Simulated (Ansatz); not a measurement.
# AlHOF (SMILES [O][AlH][F]) at U-wB97M-V/STO-3G

Aim: the electronic atomisation energy of AlHOF at U-wB97M-V/STO-3G, from 5 runs. 

The calculation is run with Ansatz 0.2.0.

70 further runs of the same task are left out: 5 that didn't finish, 65 set aside as unsound or not needed.

### Step 1. Starting point

The species is AlHOF (4 atoms), meant as a doublet with charge 0. As SMILES, `[O][AlH][F]`. The coordinates come from a PBE0-D4/def2-TZVP relaxation.

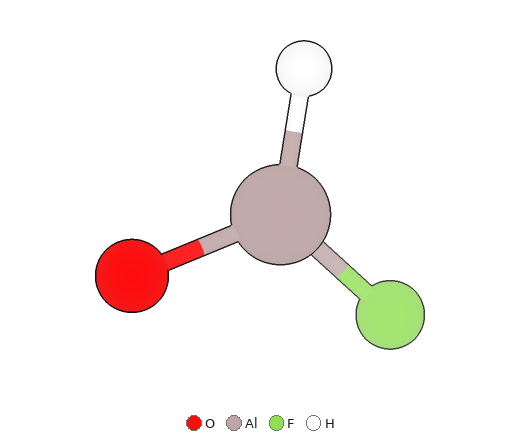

The structure, seen from a chosen angle (oxygen red, aluminium light grey, fluorine green, hydrogen white).

### Step 2. The energy at U-wB97M-V/STO-3G

in.yaml

```yaml
crystal:
  periodic: [false, false, false]
  atoms:
    - symbol: O
      position_ang: [-0.128300, -1.061600, 1.299400]
    - symbol: Al
      position_ang: [0.038200, 0.026100, -0.037000]
    - symbol: F
      position_ang: [-1.126500, -0.010300, -1.192200]
    - symbol: H
      position_ang: [1.272100, 0.985600, -0.090400]
basis:
  gaussian:
    orbitals: STO-3G
magnetization:
  spin_polarized: true
  initial_magnetization: 1
hamiltonian:
  xc: {name: wB97M-V}
accuracy: high
```

On the command line:

```
$ ansatz run in.yaml --threads 1 --pin off --max-ram 2610MiB --events-out events.jsonl --progress --plain --runs-dir runs
```

The log of the run:

```text
Warning: RAYON_NUM_THREADS=1 ignored (pool sized by the plan → 1); use --threads N
Functional definition: wB97M-V
  name "wB97M-V"
  parameter omega = 0.3/bohr
  parameter cx = 0.15
  parameter cx01 = 1.007
  parameter cx10 = 0.259
  parameter css00 = 0.443
  parameter css04 = -1.437
  parameter css10 = -4.535
  parameter css20 = -3.390
  parameter css43 = 4.278
  parameter cos00 = 1.000
  parameter cos10 = 1.358
  parameter cos20 = 2.924
  parameter cos21 = -8.812
  parameter cos60 = -1.390
  parameter cos61 = 9.142
  parameter b = 6.0
  parameter c = 0.01
  gx(w, u) = 1 - cx + cx01*u + cx10*w
  gss(w, u) = css00 + css04*u^4 + css10*w + css20*w^2 + css43*w^4*u^3
  gos(w, u) = cos00 + cos10*w + (cos20 + cos21*u)*w^2 + (cos60 + cos61*u)*w^6
  exchange = spin_sum(e_x_unif_sr(omega)*gx(b97_w, b97_u_x)) + cx*exact_x_sr(omega) + exact_x_lr(omega)
  correlation = spin_sum(e_c_pw_mod_same_spin*gss(b97_w, b97_u_same))
      + integral(e_c_pw_mod_opposite_spin*gos(b97_w_opposite, b97_u_opposite)) + vv10(b, c)
356 factors; integrals over basis functions are off by at most 3.0e-8 eV
139 factors; integrals over basis functions are off by at most 8.9e-10 eV
mean field evaluation 1: about -11226.4618 eV, gradient 1.9e1 eV
mean field evaluation 2: about -11228.8157 eV, gradient 1.3e1 eV
mean field evaluation 4: about -11229.9673 eV, gradient 4.4e-1 eV
mean field evaluation 8: about -11229.9586 eV, gradient 5.7e-2 eV
mean field evaluation 16: about -11229.9588 eV, gradient 2.4e-3 eV
mean field evaluation 32: about -11229.9266 eV, gradient 3.7e-1 eV
mean field -11229.95881607 eV, -412.6933745510 hartree, gradient 9.5e-8 eV, S^2 0.753460; 2 other end points of the search recorded, 0 dependent functions left out
reference -11229.95881794 eV, -412.6933746199 hartree; 16, 15 occupied and 4, 5 virtual orbitals, 356 factors
Total energy: -11229.95881794 eV, -412.6933746199 hartree
```

Run time: 33 s. Hardware: 1 thread of Arm Neoverse V1, shared host; peak memory 0.5 GiB.

### Step 3. The Al atom

run.yaml

```yaml
crystal:
  periodic: [false, false, false]
  atoms:
    - {symbol: Al, position_ang: [0.000000, 0.000000, 0.000000]}
basis:
  gaussian: {orbitals: STO-3G}
hamiltonian: {xc: {name: wB97M-V}}
accuracy: high
magnetization: {spin_polarized: true, initial_magnetization: 1}
total_charge: 0
```

On the command line:

```
$ ansatz run run.yaml --threads 1 --pin off --max-ram 2610MiB --events-out events.jsonl --progress --plain --runs-dir runs
```

The log of the run (excerpt; [...] marks lines left out):

```text
Warning: RAYON_NUM_THREADS=1 ignored (pool sized by the plan → 1); use --threads N
Functional definition: wB97M-V
  name "wB97M-V"
[...]
  gx(w, u) = 1 - cx + cx01*u + cx10*w
  gss(w, u) = css00 + css04*u^4 + css10*w + css20*w^2 + css43*w^4*u^3
  gos(w, u) = cos00 + cos10*w + (cos20 + cos21*u)*w^2 + (cos60 + cos61*u)*w^6
[...]
      + integral(e_c_pw_mod_opposite_spin*gos(b97_w_opposite, b97_u_opposite)) + vv10(b, c)
42 factors; integrals over basis functions are off by at most 1.7e-9 eV
29 factors; integrals over basis functions are off by at most 4.1e-10 eV
[...]
mean field -6512.97389984 eV, -239.3473761669 hartree, gradient 8.1e-8 eV, S^2 0.750002; 0 other end points of the search recorded, 0 dependent functions left out
reference -6512.97390164 eV, -239.3473762329 hartree; 7, 6 occupied and 2, 3 virtual orbitals, 42 factors
Total energy: -6512.97390164 eV, -239.3473762329 hartree
```

It took 3.9 s on 1 thread of Arm Neoverse V1, shared host; peak memory 0.24 GiB.

### Step 4. The F atom

run.yaml

```yaml
crystal:
  periodic: [false, false, false]
  atoms:
    - {symbol: F, position_ang: [0.000000, 0.000000, 0.000000]}
basis:
  gaussian: {orbitals: STO-3G}
hamiltonian: {xc: {name: wB97M-V}}
magnetization: {spin_polarized: true, initial_magnetization: 1}
accuracy: high
```

On the command line:

```
$ ansatz run run.yaml --threads 1 --pin off --max-ram 2610MiB --events-out events.jsonl --progress --plain --runs-dir runs
```

The log of the run (excerpt; [...] marks lines left out):

```text
Warning: RAYON_NUM_THREADS=1 ignored (pool sized by the plan → 1); use --threads N
Functional definition: wB97M-V
  name "wB97M-V"
[...]
  gx(w, u) = 1 - cx + cx01*u + cx10*w
  gss(w, u) = css00 + css04*u^4 + css10*w + css20*w^2 + css43*w^4*u^3
  gos(w, u) = cos00 + cos10*w + (cos20 + cos21*u)*w^2 + (cos60 + cos61*u)*w^6
[...]
      + integral(e_c_pw_mod_opposite_spin*gos(b97_w_opposite, b97_u_opposite)) + vv10(b, c)
15 factors; integrals over basis functions are off by at most 1.2e-9 eV
14 factors; integrals over basis functions are off by at most 9.1e-10 eV
[...]
mean field -2674.40014389 eV, -98.2823925144 hartree, gradient 0.0e0 eV, S^2 0.750000; 0 other end points of the search recorded, 0 dependent functions left out
reference -2674.40014424 eV, -98.2823925273 hartree; 5, 4 occupied and 0, 1 virtual orbitals, 15 factors
Total energy: -2674.40014424 eV, -98.2823925273 hartree
```

Wall time 1.3 s (1 thread of Arm Neoverse V1, shared host); peak memory 0.16 GiB.

### Step 5. The H atom

molecule.yaml

```yaml
crystal:
  periodic: [false, false, false]
  atoms:
    - {symbol: H, position_ang: [0.000000, 0.000000, 0.000000]}
basis:
  gaussian:
    orbitals: STO-3G
magnetization:
  spin_polarized: true
  initial_magnetization: 1
hamiltonian:
  xc: {name: wB97M-V}
accuracy: high
```

Run the same way, it converges to -0.45654 Eh (log not shown).

### Step 6. The O atom, same level

job.yaml

```yaml
crystal:
  periodic: [false, false, false]
  atoms:
    - {symbol: O, position_ang: [0.000000, 0.000000, 0.000000]}
basis:
  gaussian: {orbitals: STO-3G}
magnetization: {spin_polarized: true, initial_magnetization: 2}
hamiltonian: {xc: {name: wB97M-V}}
accuracy: high
```

Run the same way, it converges to -74.04146 Eh (log not shown).

### Step 7. Outcome

Level: U-wB97M-V/STO-3G.

| quantity | value |
| --- | --- |
| molecule: total energy | -412.69337 Eh |
| molecule: ⟨S²⟩ | 0.753 |
| Al atom: total energy | -239.34738 Eh |
| Al atom: ⟨S²⟩ | 0.750 |
| F atom: total energy | -98.28239 Eh |
| F atom: ⟨S²⟩ | 0.750 |
| H atom: total energy | -0.45654 Eh |
| H atom: ⟨S²⟩ | 0.750 |
| O atom: total energy | -74.04146 Eh |
| O atom: ⟨S²⟩ | 2.000 |
| electronic atomisation energy | 15.391 eV |

**Reading.** Taking the molecule apart into free atoms costs 15.39 eV (1485 kJ/mol), before zero-point energy and without spin-orbit coupling. In a minimal basis such a difference can be off by several eV, whatever the method.
